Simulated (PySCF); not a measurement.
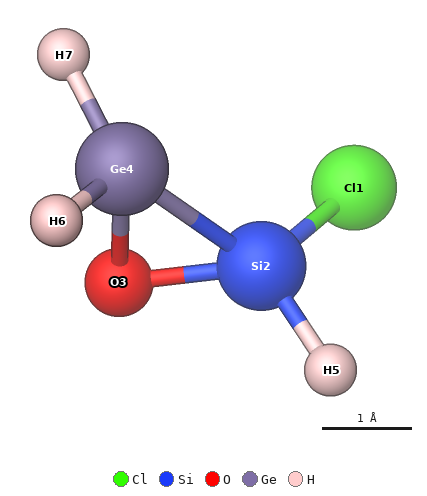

Fig. 1: The input geometry (ball-and-stick view, seen at a tilt; atoms are numbered from 1 in the order of the input). Sticks mark near contacts.

Single-point calculation of GeSiH3ClO

- system: GeSiH3ClO, SMILES Cl[SiH]1[O][GeH2]1
- method: HF/STO-3G, RHF (PySCF 2.14.0)

The geometry comes from this level: PBE0-D4/def2-TZVP.

What the program printed:
```
converged SCF energy = -2867.55074146669
Final energy -2867.5507414666877
```

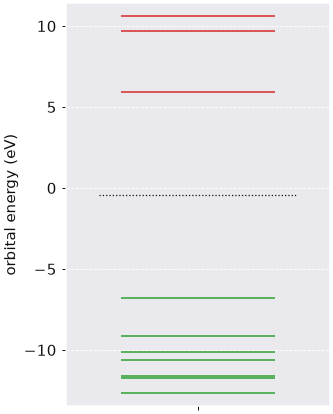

Fig. 2: Orbital energies near the frontier; the dotted line parts filled from empty levels, and levels within 0.02 eV of each other stand side by side. Highest filled −6.78 eV, lowest empty 5.91 eV, 12.69 eV apart.

This output came from the following input.

Input file (job.py):
```python
from pyscf import gto

mol = gto.Mole()
mol.atom = 'input.xyz'
mol.verbose = 3
mol.basis = 'sto-3g'
mol.max_memory = 1860
mol.build()

mf = mol.RHF()
mf.conv_tol = 1e-10
mf.kernel()
if not mf.converged:
    mf = mf.newton().run(mf.mo_coeff, mf.mo_occ)

energy = mf.e_tot
print('Final energy', energy)
```

File input.xyz:
```
7
ClGeH3OSi
Cl     0.946700    -2.488800     0.655700
Si    -0.269300    -1.038200    -0.101800
O      0.399800     0.013200    -1.157400
Ge     0.044800     1.152900     0.326900
H     -1.538000    -1.691900    -0.484400
H     -0.900200     2.274100    -0.128200
H      1.377500     1.710600     0.843500
```

Run as:
```bash
OMP_NUM_THREADS=1 python job.py
```

Summary:

```tsv
quantity	value
outcome	converged
total energy	−2867.550741 hartree
basis functions	44
HOMO	−6.78 eV
LUMO	5.91 eV
dipole moment	3.20 D
hardware	1 thread of Intel Xeon @ 2.70GHz, 189 GiB of memory available, shared host
wall time	1 s
peak memory	0.12 GiB
```
